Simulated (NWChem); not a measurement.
# InH3 (SMILES [InH3]) at BLYP/3-21G

Aim: energy and forces of InH3. 

The results are computed with NWChem 7.3.0.

1 further run of the same task is left out (set aside as unsound or not needed).

**1. The structure to begin with**

InH3: 4 atoms, total charge 0, spin state singlet. As SMILES, `[InH3]`. Geometry: relaxed at PBE0-D4/def2-TZVP.

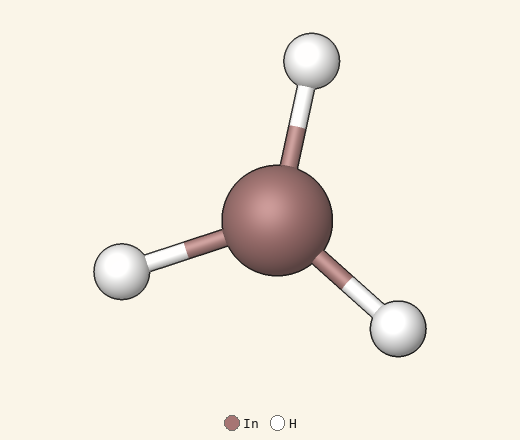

The structure, seen from a chosen angle (indium brown, hydrogen white).

**2. Energy and gradient at BLYP/3-21G**

The input, run.py:

```python
from ase import Atoms
from ase.calculators.nwchem import NWChem

atoms = Atoms(['In', 'H', 'H', 'H'], positions=[
    [0.013900, -0.015100, -0.005100],
    [0.415500, 1.516000, 0.678200],
    [-1.095600, -0.107300, -1.321400],
    [0.721800, -1.454000, 0.628000],
])

calc = NWChem(
    label='a',
    theory='dft',
    memory='2200 mb',
    basis='3-21G',
    basispar='spherical bse',
    dft={'xc': 'becke88 lyp', 'mult': '1', 'grid': 'xfine', 'convergence': 'energy 1e-08', 'iterations': '100', 'mulliken': None},
)
atoms.calc = calc

forces = atoms.get_forces()
print(f"energy = {atoms.get_potential_energy():.6f} eV")
print("forces (eV/A):")
for s, f in zip(atoms.symbols, forces):
    print(f"{s:2s} {f[0]:10.5f} {f[1]:10.5f} {f[2]:10.5f}")
print("dipole (e A):", atoms.get_dipole_moment().round(4))
```

Run with:

```sh
$ export ASE_NWCHEM_COMMAND="nwchem PREFIX.nwi > PREFIX.nwo"
$ python run.py
```

Q: Predict the results. Wanted: total energy; dipole moment; HOMO energy; LUMO energy; HOMO–LUMO gap; largest force on an atom.

Computed results:

Level: BLYP/3-21G.

```
                quantity           value
            total energy  -5718.95441 Eh
           dipole moment          0.00 D
             HOMO energy        -6.79 eV
             LUMO energy        -2.52 eV
           HOMO–LUMO gap         4.27 eV
largest force on an atom      0.733 eV/Å
```

**Reading.** Mulliken charges run from -0.12 on H2 to +0.36 on In1. The largest force is 0.73 eV/Å: the shape isn't a stationary point for this species at this level. Relativity is left out although the molecule holds a heavy atom.
